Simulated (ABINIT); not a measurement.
## MgO (Fm-3m): G0W0 on several meshes in ABINIT

How does the mesh move the gap of MgO (Fm-3m)?

Program: ABINIT 10.8.3. Level of theory: LDA and many-body steps on it, plane waves. Results are calculated unless marked as measured.

### 1. The structure

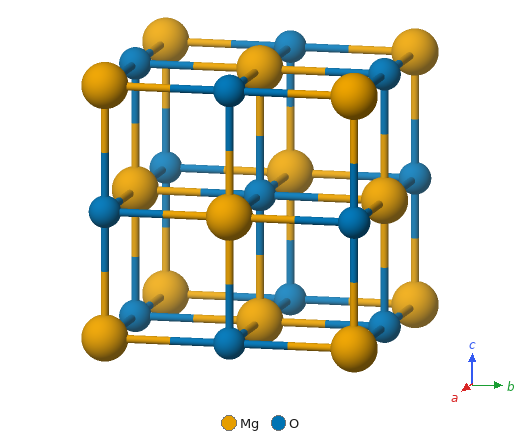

Start, viewed slightly off an axis; magnesium orange, oxygen blue. This picture shows the conventional cell, with its axes. Some periodic images of atoms are drawn too.

The cell and positions are those that the Materials Project relaxed with its own functionals (PBE, PBE+U or r2SCAN), kept fixed.

### 2. Empty states on the mesh, 6×6×6 mesh, 484 bands

This step: ABINIT 10.8.3; DFT, LDA, plane waves, norm-conserving pseudopotentials.

The sums over transitions need many empty states on a uniform mesh; this step solves for them.

File run.abi:

```
acell 3*1.0 Angstrom
rprim 
  -0.000000000000 2.097001392700 2.097001392700
  2.097001392700 -0.000000000000 2.097001392700
  2.097001392700 2.097001392700 -0.000000000000
ntypat 2
znucl 12 8
natom 2
typat 1 2
xred 
  0.000000000000 0.000000000000 0.000000000000
  0.500000000000 0.500000000000 0.500000000000
pp_dirpath "pseudos"
pseudos "Mg.upf, O.upf"
ecut 38
ngkpt 6 6 6
nshiftk 1
shiftk 0 0 0
kptopt 1
chksymbreak 0
irdden 1
istwfk *1
nband 484
prtvol 0
optdriver 6
gwr_task "HDIAGO"
paral_kgb 0
occopt 1
indata_prefix "in"
outdata_prefix "out"
tmpdata_prefix "tmp"
```

On the command line:

```
OMP_NUM_THREADS=1 mpirun -n 4 abinit run.abi > log
```

What it wrote:

```text
.Version 10.8.3 of ABINIT. v10.8.2 released Aug 2026.

 Symmetries : space group Fm -3 m (#225); Bravais cF (face-center cubic)
[... echo of the input left out ...]
== DATASET  1 ==================================================================
-   mpi_nproc: 4, omp_nthreads: 1 (-1 if OMP is not activated)

--- !DatasetInfo
iteration_state: {dtset: 1, }
dimensions: {natom: 2, nkpt: 16, mband: 484, nsppol: 1, nspinor: 1, nspden: 1, mpw: 1411, }
cutoff_energies: {ecut:  38.0, pawecutdg:  -1.0, }
[...]
Direct band gap semiconductor
 Fundamental gap:     4.817 (eV)
   VBM:     4.459 (eV) at k: [ 0.0000E+00,  0.0000E+00,  0.0000E+00]
   CBM:     9.275 (eV) at k: [ 0.0000E+00,  0.0000E+00,  0.0000E+00]
 Direct gap:         4.817 (eV) at k: [ 0.0000E+00,  0.0000E+00,  0.0000E+00]

== END DATASET(S) ==============================================================
================================================================================

 -outvars: echo values of variables after computation  --------
           etotal      0.0000000000E+00
            nband         484
             nkpt          16
          spgroup         225
 [... the other variables as echoed above ...]

 Calculation completed.
```

The job ended after 11 s (4 MPI ranks of Arm Neoverse V2, shared host; peak memory 0.7 GiB).

Numbers from this step:

- gap: 4.817 eV
- k of the valence top: 0, 0, 0
- k of the conduction bottom: 0, 0, 0
- least direct gap: 4.817 eV
- k points computed: 16
- lowest point of the top converged band, above the valence top: 481.4495 eV

On this mesh the gap is 4.817 eV.

The density comes from a self-consistent run that is not shown.

### 3. Screening, 6×6×6 mesh, 100 bands, screening to 203.5 eV

The RPA dielectric matrix is built and inverted for each q.

This step: RPA screening on LDA, plane waves, norm-conserving pseudopotentials.

Changes to run.abi since step 2:

```diff
@@ -20,10 +20,11 @@
 chksymbreak 0
-irdden 1
 istwfk *1
-nband 484
-prtvol 0
-optdriver 6
-gwr_task "HDIAGO"
-paral_kgb 0
 occopt 1
+irdwfk 1
+optdriver 3
+nband 100
+ecuteps 7.48
+inclvkb 2
+awtr 1
+symchi 1
 indata_prefix "in"
```

What it wrote:

```text
.Version 10.8.3 of ABINIT. v10.8.2 released Aug 2026.

 Symmetries : space group Fm -3 m (#225); Bravais cF (face-center cubic)
[... echo of the input left out ...]
== DATASET  1 ==================================================================
-   mpi_nproc: 4, omp_nthreads: 1 (-1 if OMP is not activated)

--- !DatasetInfo
iteration_state: {dtset: 1, }
dimensions: {natom: 2, nkpt: 16, mband: 100, nsppol: 1, nspinor: 1, nspden: 1, mpw: 1411, }
cutoff_energies: {ecut:  38.0, pawecutdg:  -1.0, }
electrons: {nelect:   1.60000000E+01, charge:   0.00000000E+00, occopt:   1.00000000E+00, tsmear:   1.00000000E-02, }

 SCREENING: Calculation of the susceptibility and dielectric matrices

 Based on a program developped by R.W. Godby, V. Olevano, G. Onida, and L. Reining.
 Incorporated in ABINIT by V. Olevano, G.-M. Rignanese, and M. Torrent.
.Using double precision arithmetic ; gwpc =  8

[... cell and pseudopotentials left out ...]
--------------------------------------------------------------------------------

 ==== K-mesh for the wavefunctions ====
 Number of points in the irreducible wedge :    16
[... list of points left out ...]
 Together with 48 symmetry operations and time-reversal symmetry
 yields   216 points in the full Brillouin Zone.

 ==== Q-mesh for the screening function ====
 Number of points in the irreducible wedge :    16
[... list of points left out ...]
 Together with 48 symmetry operations and time-reversal symmetry
 yields   216 points in the full Brillouin Zone.

 setmesh: FFT mesh size selected  =    24x   24x   24
          total number of points  =        13824

 vcoul_init : cutoff-mode = AUXILIARY_FUNCTION
 q-points for optical limit:   1
     1)      0.000010    0.000020    0.000030

- screening: taking advantage of time-reversal symmetry
- Maximum band index for partially occupied states nbvw = 8
- Remaining bands to be divided among processors   nbcw = 92
- Number of bands treated by each node ~23

 Number of electrons calculated from density =   16.0000; Expected =   16.0000
 average of density, n =  0.128557
 r_s =    1.2291
 omega_plasma =   34.5863 [eV]

 calculating chi0 at frequencies [eV] :
  1    0.000000E+00    0.000000E+00
  2    0.000000E+00    3.458631E+01

--------------------------------------------------------------------------------
  q-point number  1        q = ( 0.000000, 0.000000, 0.000000) [r.l.u.]
--------------------------------------------------------------------------------
[... chi0 elements left out ...]
 For q-point:  0.000010 0.000020 0.000030
  dielectric constant =   3.0911
  dielectric constant without local fields =   3.3093

  Average fulfillment of the sum rule on Im[epsilon] for q-point    1 :     74.16  [%]
[... wings left out ...]
  q-point number  2        q = ( 0.166667, 0.000000, 0.000000) [r.l.u.]
--------------------------------------------------------------------------------
[... chi0 elements left out ...]
  Average fulfillment of the sum rule on Im[epsilon] for q-point    2 :     87.60  [%]

 [... 14 further q-points ...]
```

Elapsed: 53 s, on 4 MPI ranks; peak memory 0.79 GiB; 3.5 min of CPU time.

Numbers from this step:

| Property | Result |
| --- | --- |
| ε∞ with local fields, on this mesh, along the program's q direction | 3.091 |
| the same without local fields | 3.309 |
| plasma frequency | 34.59 eV |
| plane waves in the screening matrix | 113 |

Local fields lower ε∞ by 7 %.

### 4. 6×6×6

The self-energy is evaluated for the states that the input lists, and the levels follow from it, in one-shot runs by the linearised quasiparticle equation.

This step: G0W0 on LDA, plane waves, norm-conserving pseudopotentials.

Changes to run.abi since step 3:

```diff
@@ -23,8 +23,19 @@
 irdwfk 1
-optdriver 3
+optdriver 4
 nband 100
+gwcalctyp 0
+ecutsigx 38
+symsigma 1
+nkptgw 3
+kptgw 
+  0.0000000000 0.0000000000 0.0000000000
+  0.5000000000 0.0000000000 0.0000000000
+  0.5000000000 0.5000000000 0.0000000000
+bdgw 
+  6 12
+  7 10
+  7 10
 ecuteps 7.48
-inclvkb 2
-awtr 1
-symchi 1
+irdscr 1
+ppmodel 1
 indata_prefix "in"
```

What it wrote:

```text
.Version 10.8.3 of ABINIT. v10.8.2 released Aug 2026.

 Symmetries : space group Fm -3 m (#225); Bravais cF (face-center cubic)
[... echo of the input left out ...]
== DATASET  1 ==================================================================
-   mpi_nproc: 4, omp_nthreads: 1 (-1 if OMP is not activated)

--- !DatasetInfo
iteration_state: {dtset: 1, }
dimensions: {natom: 2, nkpt: 16, mband: 100, nsppol: 1, nspinor: 1, nspden: 1, mpw: 1411, }
cutoff_energies: {ecut:  38.0, pawecutdg:  -1.0, }
electrons: {nelect:   1.60000000E+01, charge:   0.00000000E+00, occopt:   1.00000000E+00, tsmear:   1.00000000E-02, }

 SIGMA: Calculation of the GW corrections

 Based on a program developped by R.W. Godby, V. Olevano, G. Onida, and L. Reining.
 Incorporated in ABINIT by V. Olevano, G.-M. Rignanese, and M. Torrent.
.Using double precision arithmetic ; gwpc =  8

[... cell and pseudopotentials left out ...]
--------------------------------------------------------------------------------

 ==== K-mesh for the wavefunctions ====
 Number of points in the irreducible wedge :    16
[... list of points left out ...]
 Together with 48 symmetry operations and time-reversal symmetry
 yields   216 points in the full Brillouin Zone.

 ==== Q-mesh for screening function ====
 Number of points in the irreducible wedge :    16
[... list of points left out ...]
 Together with 48 symmetry operations and time-reversal symmetry
 yields   216 points in the full Brillouin Zone.

 vcoul_init : cutoff-mode = AUXILIARY_FUNCTION
 q-points for optical limit:   1
     1)      0.000010    0.000020    0.000030
 setmesh: FFT mesh size selected  =    32x   32x   32
          total number of points  =        32768

 Number of electrons calculated from density =   16.0000; Expected =   16.0000
 average of density, n =  0.128557
 r_s =    1.2291
 omega_plasma =   34.5863 [eV]

 === KS Band Gaps ===
  >>>> For spin  1
   Minimum direct gap =   4.8168 [eV], located at k-point      :   0.0000  0.0000  0.0000
   Fundamental gap    =   4.8168 [eV], Top of valence bands at :   0.0000  0.0000  0.0000
                                       Bottom of conduction at :   0.0000  0.0000  0.0000
 SIGMA fundamental parameters:
 PLASMON POLE MODEL  1
 number of plane-waves for SigmaX                 1411
 number of plane-waves for SigmaC and W            113
 number of plane-waves for wavefunctions          1411
 number of bands                                   100
 number of independent spin polarizations            1
 number of spinorial components                      1
 number of k-points in IBZ                          16
 number of q-points in IBZ                          16
 number of symmetry operations                      48
 number of k-points in BZ                          216
 number of q-points in BZ                          216
 number of frequencies for dSigma/dE                 9
 frequency step for dSigma/dE [eV]                0.25
 number of omega for Sigma on real axis              0
 max omega for Sigma on real axis  [eV]           0.00
 zcut for avoiding poles [eV]                     0.10

 EPSILON^-1 parameters (SCR file):
 dimension of the eps^-1 matrix on file            113
 dimension of the eps^-1 matrix used               113
 number of plane-waves for wavefunctions          1411
 number of bands                                   100
 number of q-points in IBZ                          16
 number of frequencies                               2
 number of real frequencies                          1
 number of imag frequencies                          1

 matrix elements of self-energy operator (all in [eV])

 Perturbative Calculation

--- !SelfEnergy_ee
iteration_state: {dtset: 1, }
kpoint     : [   0.000,    0.000,    0.000, ]
spin       : 1
KS_gap     :    4.817
QP_gap     :    7.512
Delta_QP_KS:    2.695
data: !SigmaeeData |
     Band     E0 <VxcDFT>   SigX SigC(E0)      Z dSigC/dE  Sig(E)    E-E0       E
        6   4.459 -19.927 -25.546   3.795   0.807  -0.239 -21.399  -1.472   2.986
        7   4.459 -19.927 -25.546   3.795   0.807  -0.239 -21.399  -1.472   2.986
        8   4.459 -19.927 -25.546   3.795   0.807  -0.239 -21.399  -1.472   2.986
        9   9.275 -14.141  -9.150  -3.558   0.853  -0.172 -12.919   1.223  10.498
       10  20.226 -10.299  -3.755  -4.688   0.861  -0.161  -8.701   1.598  21.824
       11  20.226 -10.299  -3.755  -4.688   0.861  -0.161  -8.701   1.598  21.824
[...]
--- !SelfEnergy_ee
iteration_state: {dtset: 1, }
kpoint     : [   0.500,    0.000,    0.000, ]
spin       : 1
KS_gap     :    8.519
QP_gap     :   11.509
Delta_QP_KS:    2.990
data: !SigmaeeData |
     Band     E0 <VxcDFT>   SigX SigC(E0)      Z dSigC/dE  Sig(E)    E-E0       E
[...]
--- !SelfEnergy_ee
iteration_state: {dtset: 1, }
kpoint     : [   0.500,    0.500,    0.000, ]
spin       : 1
KS_gap     :   10.397
QP_gap     :   13.327
Delta_QP_KS:    2.930
data: !SigmaeeData |
     Band     E0 <VxcDFT>   SigX SigC(E0)      Z dSigC/dE  Sig(E)    E-E0       E
[...]
8   3.084 -18.670 -24.653   3.939   0.807  -0.240 -20.319  -1.649   1.435
        9  13.481  -9.564  -3.964  -4.130   0.872  -0.147  -8.283   1.281  14.762
       10  14.329 -12.840  -6.552  -4.372   0.865  -0.156 -11.182   1.658  15.987

== END DATASET(S) ==============================================================
================================================================================

 -outvars: echo values of variables after computation  --------
           etotal      0.0000000000E+00
            nband         100
             nkpt          16
          spgroup         225
 [... the other variables as echoed above ...]

 Calculation completed.
```

It took 7.5 s on 4 MPI ranks; peak memory 0.77 GiB; 30 s of CPU time.

Numbers from this step:

* G0W0 gap on the points computed: 7.512 eV
* starting gap on the mesh: 4.817 eV
* k of the valence top: 0, 0, 0
* k of the conduction bottom: 0, 0, 0
* Z at the valence top: 0.807
* Z at the conduction bottom: 0.853
* least direct G0W0 gap on the computed points: 7.512 eV

The gap on the mesh goes from 4.82 eV to 7.51 eV, a correction of +2.70 eV.

### 5. Empty states on the mesh, 8×8×8 mesh, 108 bands

This step: DFT, LDA, plane waves, norm-conserving pseudopotentials.

File run.abi:

```
acell 3*1.0 Angstrom
rprim 
  -0.000000000000 2.097001392700 2.097001392700
  2.097001392700 -0.000000000000 2.097001392700
  2.097001392700 2.097001392700 -0.000000000000
ntypat 2
znucl 12 8
natom 2
typat 1 2
xred 
  0.000000000000 0.000000000000 0.000000000000
  0.500000000000 0.500000000000 0.500000000000
pp_dirpath "pseudos"
pseudos "Mg.upf, O.upf"
ecut 38
ngkpt 8 8 8
nshiftk 1
shiftk 0 0 0
kptopt 1
chksymbreak 0
irdden 1
istwfk *1
nband 108
prtvol 0
optdriver 6
gwr_task "HDIAGO"
paral_kgb 0
occopt 1
indata_prefix "in"
outdata_prefix "out"
tmpdata_prefix "tmp"
```

What it wrote:

```text
[banner, memory and clock lines left out]
.Version 10.8.3 of ABINIT. v10.8.2 released Aug 2026.

 Symmetries : space group Fm -3 m (#225); Bravais cF (face-center cubic)
[... echo of the input left out ...]
== DATASET  1 ==================================================================
-   mpi_nproc: 4, omp_nthreads: 1 (-1 if OMP is not activated)

--- !DatasetInfo
iteration_state: {dtset: 1, }
dimensions: {natom: 2, nkpt: 29, mband: 108, nsppol: 1, nspinor: 1, nspden: 1, mpw: 1411, }
cutoff_energies: {ecut:  38.0, pawecutdg:  -1.0, }
[...]
Integrated=    1.6000E+01

 === KS gaps after direct diagonalization ===
 Direct band gap semiconductor
 Fundamental gap:     4.817 (eV)
   VBM:     4.459 (eV) at k: [ 0.0000E+00,  0.0000E+00,  0.0000E+00]
   CBM:     9.275 (eV) at k: [ 0.0000E+00,  0.0000E+00,  0.0000E+00]
 Direct gap:         4.817 (eV) at k: [ 0.0000E+00,  0.0000E+00,  0.0000E+00]

== END DATASET(S) ==============================================================

 -outvars: echo values of variables after computation  --------
           etotal      0.0000000000E+00
            nband         108
             nkpt          29
          spgroup         225
 [... the other variables as echoed above ...]

 Calculation completed.
```

The job ended after 17 s (4 MPI ranks; peak memory 0.69 GiB; 68 s of CPU time).

This step gave:

- gap: 4.817 eV
- k of the valence top: 0, 0, 0
- k of the conduction bottom: 0, 0, 0
- least direct gap: 4.817 eV
- k points computed: 29
- lowest point of the top converged band, above the valence top: 152.7462 eV

On this mesh the gap is 4.817 eV.

### 6. Screening, 8×8×8 mesh, 100 bands, screening to 203.5 eV

This step: RPA screening on LDA, plane waves, norm-conserving pseudopotentials.

Changes to run.abi since step 5:

```diff
@@ -20,10 +20,11 @@
 chksymbreak 0
-irdden 1
 istwfk *1
-nband 108
-prtvol 0
-optdriver 6
-gwr_task "HDIAGO"
-paral_kgb 0
 occopt 1
+irdwfk 1
+optdriver 3
+nband 100
+ecuteps 7.48
+inclvkb 2
+awtr 1
+symchi 1
 indata_prefix "in"
```

What it wrote:

```text
.Version 10.8.3 of ABINIT. v10.8.2 released Aug 2026.

 Symmetries : space group Fm -3 m (#225); Bravais cF (face-center cubic)
[... echo of the input left out ...]
== DATASET  1 ==================================================================
-   mpi_nproc: 4, omp_nthreads: 1 (-1 if OMP is not activated)

--- !DatasetInfo
iteration_state: {dtset: 1, }
dimensions: {natom: 2, nkpt: 29, mband: 100, nsppol: 1, nspinor: 1, nspden: 1, mpw: 1411, }
cutoff_energies: {ecut:  38.0, pawecutdg:  -1.0, }
electrons: {nelect:   1.60000000E+01, charge:   0.00000000E+00, occopt:   1.00000000E+00, tsmear:   1.00000000E-02, }

 SCREENING: Calculation of the susceptibility and dielectric matrices

 Based on a program developped by R.W. Godby, V. Olevano, G. Onida, and L. Reining.
 Incorporated in ABINIT by V. Olevano, G.-M. Rignanese, and M. Torrent.
.Using double precision arithmetic ; gwpc =  8

[... cell and pseudopotentials left out ...]
--------------------------------------------------------------------------------

 ==== K-mesh for the wavefunctions ====
 Number of points in the irreducible wedge :    29
[... list of points left out ...]
 Together with 48 symmetry operations and time-reversal symmetry
 yields   512 points in the full Brillouin Zone.

 ==== Q-mesh for the screening function ====
 Number of points in the irreducible wedge :    29
[... list of points left out ...]
 Together with 48 symmetry operations and time-reversal symmetry
 yields   512 points in the full Brillouin Zone.

 setmesh: FFT mesh size selected  =    24x   24x   24
          total number of points  =        13824

 vcoul_init : cutoff-mode = AUXILIARY_FUNCTION
 q-points for optical limit:   1
     1)      0.000010    0.000020    0.000030

- screening: taking advantage of time-reversal symmetry
- Maximum band index for partially occupied states nbvw = 8
- Remaining bands to be divided among processors   nbcw = 92
- Number of bands treated by each node ~23

 Number of electrons calculated from density =   16.0000; Expected =   16.0000
 average of density, n =  0.128557
 r_s =    1.2291
 omega_plasma =   34.5863 [eV]

 calculating chi0 at frequencies [eV] :
  1    0.000000E+00    0.000000E+00
  2    0.000000E+00    3.458631E+01

--------------------------------------------------------------------------------
  q-point number  1        q = ( 0.000000, 0.000000, 0.000000) [r.l.u.]
--------------------------------------------------------------------------------
[... chi0 elements left out ...]
 For q-point:  0.000010 0.000020 0.000030
  dielectric constant =   3.0770
  dielectric constant without local fields =   3.2948

  Average fulfillment of the sum rule on Im[epsilon] for q-point    1 :     74.12  [%]
[... wings left out ...]
  q-point number  2        q = ( 0.125000, 0.000000, 0.000000) [r.l.u.]
--------------------------------------------------------------------------------
[... chi0 elements left out ...]
  Average fulfillment of the sum rule on Im[epsilon] for q-point    2 :     88.66  [%]

 [... 27 further q-points ...]
```

Elapsed: 3.9 min, on 4 MPI ranks; peak memory 1.3 GiB; 16 min of CPU time.

This step gave:

```yaml
eps_infinity_with_local_fields_on_this_mesh_along_the_program_s_q_direction: 3.077
the_same_without_local_fields: 3.295
plasma_frequency: 34.59 eV
plane_waves_in_the_screening_matrix: 113
```

(Continued in part 2 of 2.)

[Paths, hosts, dates, memory and timing lines, banners, echoed tables and standing remarks are left out of the program output.]

[Logs are printed without paths, hosts, clocks, repeated set-up lines and the standing remarks that a program may print on its own settings, such as how far it seeks lower states.]

[Runs of the session that timed out or met a known fault of the program may be left out.]

[Hosts, paths, dates, database ids (printed as entryN), source tags and the programs' standing remarks are cut or masked in the printed files.]

[G0W0 gaps are taken among the corrected bands and points alone; a level outside them can change the order at an edge.]

[Where Ansatz stands beside ABINIT at settings called matched, ABINIT's density can come from a denser mesh and the files from another edition; pairs whose starting gaps differed by over 0.03 eV were left out, so agreement reads better than it is.]
